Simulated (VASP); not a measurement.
Band structure of TiC (rock salt). Computed with LDA (Ceperley-Alder, Perdew-Zunger), VASP's LDA PAW potentials (set 64) (plane waves; VASP).

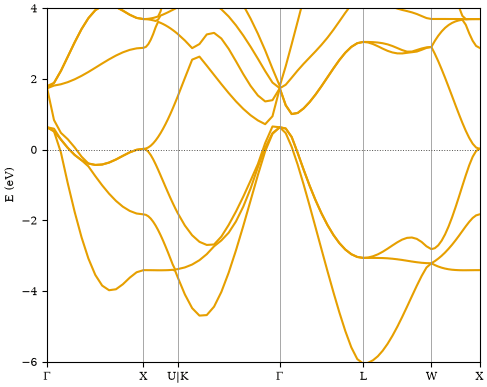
Bands along high-symmetry lines, zero at the valence-band maximum or, without a gap, the Fermi level

Read the plot: is there a gap, and where are the band edges?

It has no gap at this level: it comes out as a metal or semimetal. (Edges off the drawn lines would not show.)

The compound is TiC in the rock salt structure. It was relaxed first.
